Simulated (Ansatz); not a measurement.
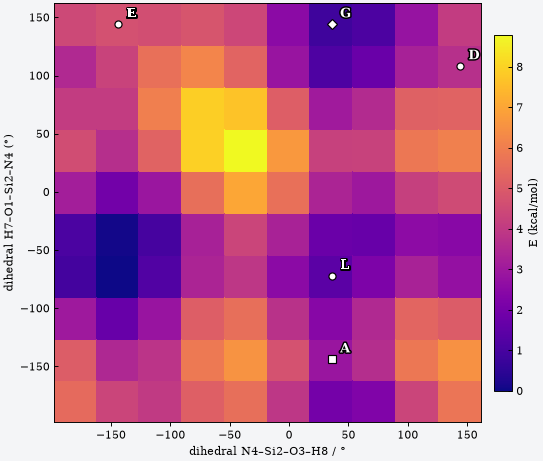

AlFH₃NO₂Si, SMILES O[Si]1(O)[NH][Al]1[F]. First axis: dihedral N4–Si2–O3–H8. Second axis: dihedral H7–O1–Si2–N4. Nothing is relaxed (all other coordinates rigid). Grid: 10 × 10 points. All energies are given in kcal/mol relative to the lowest grid point. Theory: RKS B3LYP-D4/def2-SVP in Ansatz.

In the figure: one coloured cell a grid point, lettered points.

Rank the lettered points by energy, lowest first.

Answer. G (0.8 kcal/mol), L (1.4 kcal/mol), A (2.9 kcal/mol), D (3.7 kcal/mol), E (4.7 kcal/mol).

What kind of point is each of A, D, E, G, L: minimum, saddle, maximum or slope?

Answer. A: saddle point; D: saddle point; E: saddle point; G: minimum; L: minimum. (In these two coordinates alone; a stationary point may lie a little off the grid point.)
